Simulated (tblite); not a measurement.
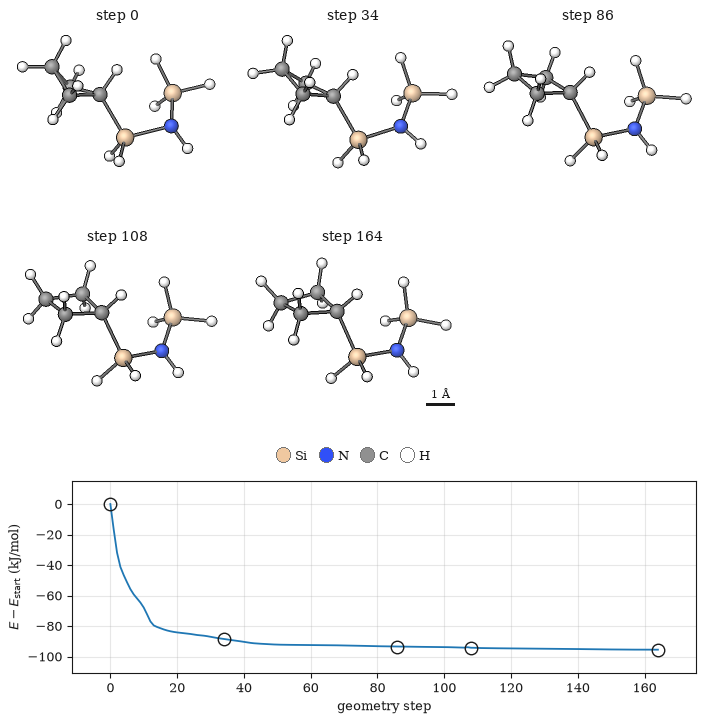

Frames of a relaxation of C4H13NSi2, marked on the history of the run. Style: ball-and-stick. Shown at a tilt.

All numbers below come from GFN2-xTB geometry optimisation, gas phase in tblite 0.8.0. 

Question: Describe the path.

Answer: The largest move after the best rigid fit is that of an H atom, 1.70 Å. Largest moves by element: H 1.70 Å, C 0.77 Å, N 0.60 Å, Si 0.39 Å. Among the contacts that change: N–Si 1.778 → 1.733 Å, H–N 1.042 → 1.006 Å, C–Si 1.855 → 1.891 Å, C–C 1.509 → 1.541 Å. Among the angles between lasting bonds that change: Si–N–Si 106.8° → 130.6°, H–C–H 117.8° → 108.8°, H–C–H 116.7° → 108.5°. Groups turn about C–C by about 55°, C–C by about 50°, C–C by about 50°. Over 164 geometry steps the energy falls by 95.5 kJ/mol. From step 0 to 34: an H atom moves most (0.51 Å), energy −88.4 kJ/mol. From step 34 to 86: H atoms move most (0.58 Å), energy −5.01 kJ/mol. From step 86 to 108: H atoms move most (0.64 Å), energy −0.76 kJ/mol. From step 108 to 164: an H atom moves most (0.30 Å), energy −1.27 kJ/mol.

```csv
step,"E − E(0), kJ/mol"
0,0.00
1,-16.68
2,-31.85
3,-41.19
4,-46.59
5,-51.32
6,-55.77
7,-59.24
8,-61.94
9,-64.57
10,-67.86
18,-83.40
26,-85.85
34,-88.42
42,-91.01
51,-92.20
59,-92.41
67,-92.59
75,-92.93
83,-93.30
91,-93.54
99,-93.75
107,-93.85
115,-94.53
123,-94.65
132,-94.88
140,-95.06
148,-95.26
156,-95.43
164,-95.46
```
